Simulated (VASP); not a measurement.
# How PAW data sets and SCF threshold change a VASP run on WC (Qusongite), part 2 of 2

A convergence test on WC (Qusongite): the PAW data sets and SCF threshold. The atoms are off their equilibrium sites, so that forces can be compared too. The series runs use r2SCAN. The atoms of the start are displaced at random from the sites of a P-6m2 cell.

VASP 6.6.1, plane waves and PAW; the level of theory is named at each step.

Still holding for the runs below: The k-mesh is coarse for a metal.

So far. Step 6 (PAW data sets: hard 64: W C h): With 10 valence electrons the pressure is 0.78 GPa, -0.16 GPa from the first of the series, after 13 cycles in 4.9 min. Step 7 (PAW data sets: soft 64: W C s): With 10 valence electrons the pressure is 0.93 GPa, -0.01 GPa from the first of the series, after 13 cycles in 90 s.

### 8. The PAW data sets series as a table

This step: convergence of r2SCAN results with the datasets; plane waves and PAW (VASP 6.6.1).

This step runs nothing: it gathers the runs above.

Differences are taken from the run with minimal 64: W C. Results of the series, by row:

```
                            setting     status  pressure (GPa)  largest force difference (meV/Å)  SCF cycles  wall time (s)
            minimal 64: W C, 520 eV  converged          0.9399                                 0          12            161
        recommended 54: W C, 520 eV  converged          0.9399                                 0          12            152
materialsproject 64: W_sv C, 520 eV  converged           4.066                             3.109          13          219.1
        gw 64: W_sv_GW C_GW, 540 eV  converged          0.6252                               5.9          13            233
             hard 64: W C_h, 970 eV  converged          0.7783                               0.8          13          296.1
             soft 64: W C_s, 400 eV  converged          0.9307                             1.931          13             90
```

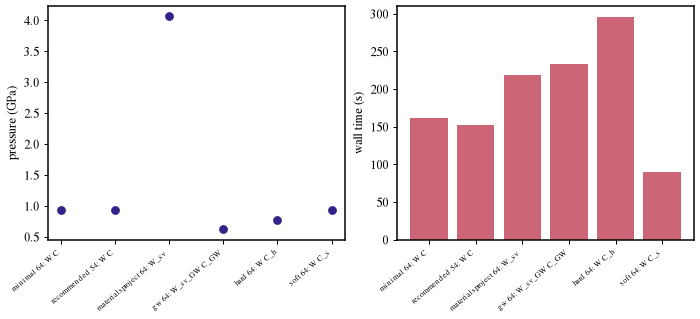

The pressure and the wall time by setting.

### 9. SCF threshold: EDIFF = 0.01

This step: r2SCAN; plane waves and PAW (W, C) (VASP 6.6.1).

EDIFF stops the electronic loop; forces need it tighter than energies do.

INCAR

```
SYSTEM = WC
PREC = Accurate
ENCUT = 520
EDIFF = 0.01
NELM = 100
ISMEAR = -1
SIGMA = 0.05
LREAL = .FALSE.
ALGO = Normal
METAGGA = R2SCAN
LASPH = .TRUE.
NBANDS = 11
LORBIT = 11
LWAVE = .FALSE.
LCHARG = .FALSE.
KPAR = 2
ISIF = 2
```

POSCAR

```
WC
1.0
    2.9065000000      0.0000000000      0.0000000000
   -1.4532500000      2.5171028361      0.0000000000
    0.0000000000      0.0000000000      2.8366000000
W C
1 1
Direct
    0.0059450000      0.0066780000      0.0194740000
    0.6820890000      0.3248480000      0.5199400000
```

KPOINTS

```
Automatic mesh
0
Gamma
9 9 8
0 0 0
```

PAW data sets: W and C (PBE family, release 64).

Launch:

```sh
$ mpirun -np 2 vasp_std
```

Log:

```text
[... set-up lines as in an earlier step ...]
 entering main loop
       N       E                     dE             d eps       ncg     rms          rms(c)
[... 4 cycles as in an earlier step ...]
DAV:   5    -0.647628277143E+02   -0.54236E-04   -0.54235E-04  7375   0.216E-01    0.314E+01
DAV:   6    -0.616587897245E+02    0.31040E+01   -0.10817E+01  8318   0.203E+01    0.113E+01
DAV:   7    -0.617236397199E+02   -0.64850E-01   -0.51182E-01  7649   0.605E+00    0.825E+00
DAV:   8    -0.617133229353E+02    0.10317E-01   -0.69197E-02  8125   0.198E+00    0.237E+00
DAV:   9    -0.617098987796E+02    0.34242E-02   -0.46656E-03  3806   0.567E-01
   1 F= -.61709899E+02 E0= -.61708490E+02  d E =-.281746E-02
```

It took 99 s on 2 MPI ranks of AMD EPYC 7R43, shared host; peak memory 0.35 GiB; 3.3 min of CPU time.

Parts of OUTCAR (step 9):

```text
   NELECT =      10.0000    total number of electrons

 E-fermi :   8.1931

 k-point     1 :       0.0000    0.0000    0.0000
  band No.  band energies     occupation
      1      -7.0617      2.00000
      2       3.6584      2.00000
      3       4.6244      2.00000
      4       4.8155      2.00000
      5       8.2902      0.25093
      6      11.4592      0.00000
      7      11.5990      0.00000
      8      13.6501      0.00000
      9      14.4843      0.00000
    ...

  Total        0.4282901      0.0475575      0.0899153     -0.2393512     -0.0027940      0.0038704
  in kB       33.0658133      3.6716426      6.9418418    -18.4789259     -0.2157098      0.2988090
  external PRESSURE =      14.5597659 kB  Pullay stress =       0.0000000 kB

 POSITION                                       TOTAL-FORCE (eV/Angst)
 -----------------------------------------------------------------------------------
      0.00757      0.01681      0.05524         0.854857     -0.634994      0.018560
      1.51041      0.81768      1.47486        -0.854857      0.634994     -0.018560
 -----------------------------------------------------------------------------------
    total drift:                                0.001738     -0.001208      0.000045

  FREE ENERGIE OF THE ION-ELECTRON SYSTEM (eV)
  ---------------------------------------------------
  free  energy   TOTEN  =       -61.7098987796 eV

  energy  without entropy=      -61.7070813150  energy(sigma->0) =      -61.70849005

[... 8 parts as in an earlier step ...]

[... 9 further parts left out ...]
```

This step gave:

```yaml
scf_cycles: 9
free_energy_toten: -61.7099 eV
energy_at_zero_smearing: -61.7085 eV
fermi_energy: 8.193 eV
pressure: 1.456 GPa
```

The series starts at -30.8542 eV an atom and 1.46 GPa, after 9 cycles in 99 s.

### 10. SCF threshold: EDIFF = 0.001

Edit INCAR of step 9 so:

```diff
@@ -3,3 +3,3 @@
 ENCUT = 520
-EDIFF = 0.01
+EDIFF = 0.001
 NELM = 100
```

POSCAR is that of step 9.

KPOINTS is that of step 9.

Launch:

```sh
$ mpirun -np 2 vasp_std
```

Log:

```text
[... set-up lines as in an earlier step ...]
 entering main loop
       N       E                     dE             d eps       ncg     rms          rms(c)
[... 4 cycles as in an earlier step ...]
DAV:   5    -0.647628295996E+02   -0.56121E-04   -0.56121E-04  8688   0.216E-01    0.314E+01
DAV:   6    -0.616587353707E+02    0.31041E+01   -0.10820E+01  8302   0.203E+01    0.113E+01
DAV:   7    -0.617236430650E+02   -0.64908E-01   -0.51248E-01  7649   0.606E+00    0.825E+00
DAV:   8    -0.617133320343E+02    0.10311E-01   -0.69245E-02  8125   0.198E+00    0.238E+00
DAV:   9    -0.617099241906E+02    0.34078E-02   -0.49342E-03  7990   0.567E-01    0.379E-01
DAV:  10    -0.617101056039E+02   -0.18141E-03   -0.28823E-04  3947   0.141E-01
   1 F= -.61710106E+02 E0= -.61708711E+02  d E =-.278863E-02
```

It took 1.9 min on 2 MPI ranks; peak memory 0.36 GiB; 3.7 min of CPU time.

From OUTCAR (step 10):

```text
  Total        0.3485559     -0.0264917      0.0581609     -0.2357049     -0.0027647      0.0038444
  in kB       26.9099980     -2.0452723      4.4902660    -18.1974223     -0.2134488      0.2968025
  external PRESSURE =       9.7849972 kB  Pullay stress =       0.0000000 kB

 POSITION                                       TOTAL-FORCE (eV/Angst)
 -----------------------------------------------------------------------------------
      0.00757      0.01681      0.05524         0.857205     -0.637030      0.018659
      1.51041      0.81768      1.47486        -0.857205      0.637030     -0.018659
 -----------------------------------------------------------------------------------
    total drift:                               -0.000610      0.000506     -0.000016

  FREE ENERGIE OF THE ION-ELECTRON SYSTEM (eV)
  ---------------------------------------------------
  free  energy   TOTEN  =       -61.7101056039 eV

  energy  without entropy=      -61.7073169736  energy(sigma->0) =      -61.70871129

[... 2 parts as in an earlier step ...]

[... 1 further part left out ...]
[key lines of the parts left out:]
E-fermi :   8.1940
```

Against the run before the energy moves by -0.11 meV an atom and the pressure by -0.48 GPa, after 10 cycles in 1.9 min.

### 11. SCF threshold: EDIFF = 1E-04

Edit INCAR of step 10 so:

```diff
@@ -3,3 +3,3 @@
 ENCUT = 520
-EDIFF = 0.001
+EDIFF = 1E-04
 NELM = 100
```

POSCAR is that of step 10.

KPOINTS is that of step 10.

Launch:

```sh
$ mpirun -np 2 vasp_std
```

Log:

```text
[... set-up lines as in an earlier step ...]
 entering main loop
       N       E                     dE             d eps       ncg     rms          rms(c)
[... 9 cycles as in an earlier step ...]
DAV:  10    -0.617101066701E+02   -0.18248E-03   -0.29888E-04  8140   0.141E-01    0.801E-02
DAV:  11    -0.617100966398E+02    0.10030E-04   -0.20819E-05  3938   0.317E-02
   1 F= -.61710097E+02 E0= -.61708692E+02  d E =-.280889E-02
```

Run time: 2.3 min. Hardware: 2 MPI ranks; peak memory 0.35 GiB; 4.5 min of CPU time.

Parts of OUTCAR (step 11):

```text
  Total        0.3470019     -0.0283766      0.0462100     -0.2358916     -0.0027585      0.0038369
  in kB       26.7900240     -2.1907947      3.5676117    -18.2118335     -0.2129706      0.2962218
  external PRESSURE =       9.3889470 kB  Pullay stress =       0.0000000 kB

 POSITION                                       TOTAL-FORCE (eV/Angst)
 -----------------------------------------------------------------------------------
      0.00757      0.01681      0.05524         0.856260     -0.636343      0.018600
      1.51041      0.81768      1.47486        -0.856260      0.636343     -0.018600
 -----------------------------------------------------------------------------------
    total drift:                                0.000048     -0.000031     -0.000004

  FREE ENERGIE OF THE ION-ELECTRON SYSTEM (eV)
  ---------------------------------------------------
  free  energy   TOTEN  =       -61.7100966398 eV

  energy  without entropy=      -61.7072877448  energy(sigma->0) =      -61.70869219

[... 2 parts as in an earlier step ...]

[... 1 further part left out ...]
[key lines of the parts left out:]
E-fermi :   8.1945
```

Against the run before the energy moves by +0.01 meV an atom and the pressure by -0.04 GPa, after 11 cycles in 2.3 min.

### 12. SCF threshold: EDIFF = 1E-05

Edit INCAR of step 11 so:

```diff
@@ -3,3 +3,3 @@
 ENCUT = 520
-EDIFF = 1E-04
+EDIFF = 1E-05
 NELM = 100
```

POSCAR is that of step 11.

KPOINTS is that of step 11.

Launch:

```sh
$ mpirun -np 2 vasp_std
```

Log:

```text
[... set-up lines as in an earlier step ...]
 entering main loop
       N       E                     dE             d eps       ncg     rms          rms(c)
[... 10 cycles as in an earlier step ...]
DAV:  11    -0.617100966421E+02    0.10028E-04   -0.20847E-05  5393   0.317E-02    0.538E-03
DAV:  12    -0.617100961022E+02    0.53982E-06   -0.22791E-06  3869   0.169E-02
   1 F= -.61710096E+02 E0= -.61708691E+02  d E =-.280953E-02
```

Elapsed: 2.3 min, on 2 MPI ranks; peak memory 0.36 GiB; 4.5 min of CPU time.

OUTCAR, selected parts (step 12):

```text
  Total        0.3495014     -0.0272603      0.0440064     -0.2367863     -0.0027609      0.0038388
  in kB       26.9829915     -2.1046142      3.3974831    -18.2809105     -0.2131552      0.2963680
  external PRESSURE =       9.4252868 kB  Pullay stress =       0.0000000 kB

 POSITION                                       TOTAL-FORCE (eV/Angst)
 -----------------------------------------------------------------------------------
      0.00757      0.01681      0.05524         0.855869     -0.636067      0.018581
      1.51041      0.81768      1.47486        -0.855869      0.636067     -0.018581
 -----------------------------------------------------------------------------------
    total drift:                                0.000393     -0.000295      0.000006

  FREE ENERGIE OF THE ION-ELECTRON SYSTEM (eV)
  ---------------------------------------------------
  free  energy   TOTEN  =       -61.7100961022 eV

  energy  without entropy=      -61.7072865672  energy(sigma->0) =      -61.70869133

[... 2 parts as in an earlier step ...]

[... 1 further part left out ...]
[key lines of the parts left out:]
E-fermi :   8.1943
```

Against the run before the energy stays within 0.01 meV an atom and the pressure within 0.01 GPa, after 12 cycles in 2.3 min.

### 13. SCF threshold: EDIFF = 1E-06

Edit INCAR of step 12 so:

```diff
@@ -3,3 +3,3 @@
 ENCUT = 520
-EDIFF = 1E-05
+EDIFF = 1E-06
 NELM = 100
```

POSCAR is that of step 12.

KPOINTS is that of step 12.

Launch:

```sh
$ mpirun -np 2 vasp_std
```

Log:

```text
[... set-up lines as in an earlier step ...]
 entering main loop
       N       E                     dE             d eps       ncg     rms          rms(c)
[... 12 cycles as in an earlier step ...]
   1 F= -.61710096E+02 E0= -.61708691E+02  d E =-.280908E-02
```

Run time: 2.2 min. Hardware: 2 MPI ranks; peak memory 0.36 GiB.

OUTCAR, selected parts (step 13):

```text
[... 6 parts as in an earlier step ...]

[... 1 further part left out ...]
[key lines of the parts left out:]
E-fermi :   8.1943
```

Against the run before the energy stays within 0.01 meV an atom and the pressure within 0.01 GPa, after 12 cycles in 2.2 min.

### 14. SCF threshold: EDIFF = 1E-08

Edit INCAR of step 13 so:

```diff
@@ -3,3 +3,3 @@
 ENCUT = 520
-EDIFF = 1E-06
+EDIFF = 1E-08
 NELM = 100
```

POSCAR is that of step 13.

KPOINTS is that of step 13.

Launch:

```sh
$ mpirun -np 2 vasp_std
```

Log:

```text
[... set-up lines as in an earlier step ...]
 entering main loop
       N       E                     dE             d eps       ncg     rms          rms(c)
[... 11 cycles as in an earlier step ...]
DAV:  12    -0.617100959934E+02    0.69811E-06   -0.18221E-06  8172   0.138E-02    0.115E-02
DAV:  13    -0.617100958342E+02    0.15922E-06   -0.64569E-08  8302   0.184E-03    0.269E-03
DAV:  14    -0.617100959455E+02   -0.11136E-06   -0.14857E-08  5697   0.111E-03    0.642E-04
DAV:  15    -0.617100959383E+02    0.72662E-08   -0.81397E-10  3824   0.271E-04
   1 F= -.61710096E+02 E0= -.61708691E+02  d E =-.280988E-02
```

Run time: 2.7 min. Hardware: 2 MPI ranks; peak memory 0.36 GiB; 5.3 min of CPU time.

Parts of OUTCAR (step 14):

```text
  Total        0.3489411     -0.0276809      0.0430873     -0.2367006     -0.0027620      0.0038402
  in kB       26.9397374     -2.1370857      3.3265193    -18.2742913     -0.2132395      0.2964816
  external PRESSURE =       9.3763903 kB  Pullay stress =       0.0000000 kB

 POSITION                                       TOTAL-FORCE (eV/Angst)
 -----------------------------------------------------------------------------------
      0.00757      0.01681      0.05524         0.856070     -0.636218      0.018593
      1.51041      0.81768      1.47486        -0.856070      0.636218     -0.018593
 -----------------------------------------------------------------------------------
    total drift:                               -0.000041      0.000038     -0.000010

  FREE ENERGIE OF THE ION-ELECTRON SYSTEM (eV)
  ---------------------------------------------------
  free  energy   TOTEN  =       -61.7100959383 eV

  energy  without entropy=      -61.7072860630  energy(sigma->0) =      -61.70869100

[... 2 parts as in an earlier step ...]

[... 1 further part left out ...]
[key lines of the parts left out:]
E-fermi :   8.1943
```

Against the run before the energy stays within 0.01 meV an atom and the pressure within 0.01 GPa, after 15 cycles in 2.7 min.

### 15. The SCF threshold series as a table

This step: convergence of r2SCAN results with the threshold; plane waves and PAW (VASP 6.6.1).

No new run; the numbers come from the runs before.

Differences are taken from the run with EDIFF = 1E-08. Results of the series, by row:

```csv
setting,status,energy less the reference (meV/atom),pressure (GPa),largest force difference (meV/Å),SCF cycles,wall time (s)
EDIFF = 0.01,converged,0.1005,1.456,1.224,9,99
EDIFF = 0.001,converged,-0.01014,0.9785,1.135,10,112
EDIFF = 1E-04,converged,-5.95e-4,0.9389,0.19,11,136
EDIFF = 1E-05,converged,-1.65e-4,0.9425,0.201,12,137
EDIFF = 1E-06,converged,-2.25e-4,0.9399,0.06,12,133
EDIFF = 1E-08,converged,0,0.9376,0,15,161
```

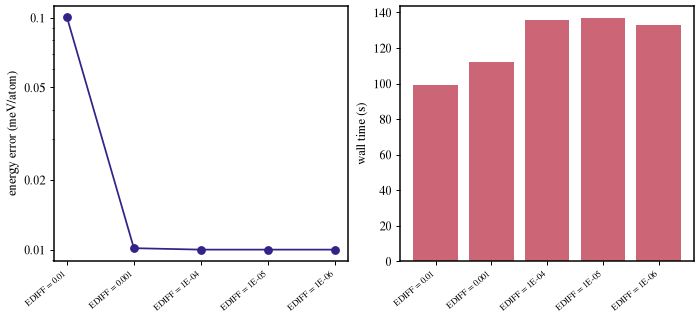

The energy error in size, against the reference run (errors under 0.01 are drawn at 0.01), and the wall time by setting.

### 16. Outcome

| Item | Value |
| --- | --- |
| spread of the pressure over the PAW data sets | 3.44 GPa |
| SCF threshold from which the energy stays within 10 meV/atom of the reference | EDIFF = 0.01 |
| SCF threshold from which the energy stays within 1 meV/atom of the reference | EDIFF = 0.01 |
| SCF threshold from which the pressure stays within 0.2 GPa of the reference | EDIFF = 0.001 |
| spread of the pressure over the SCF threshold | 0.518 GPa |
| spread of the energy over the SCF threshold | 0.111 meV/atom |

The choice of data set moves the pressure between 0.63 GPa (gw 64: W_sv_GW C_GW) and 4.07 GPa (materialsproject 64: W_sv C); the cutoffs differ too (400, 520, 540 and 970 eV). From EDIFF = 0.01 on, the energy stays within 1 meV an atom of the reference, at 61 % of its time. The pressure holds within 0.2 GPa from EDIFF = 0.001 on. The loosest stop saves 6 of 15 cycles and costs +0.1 meV an atom, +0.52 GPa, 1.2 meV/Å in forces. Data sets differ in their zero of energy, so energies are not compared.

[Lines on the potential files, build, host, timing and source positions are cut from VASP's logs without a mark.]

[Logs are printed without paths, hosts, clocks, repeated set-up lines and the standing remarks that a program may print on its own settings, such as how far it seeks lower states.]

[Hosts, paths, dates, database ids (printed as entryN), source tags and the programs' standing remarks are cut or masked in the printed files.]

[A measured line is paired with the nearest computed mode of its activity, which favours agreement.]
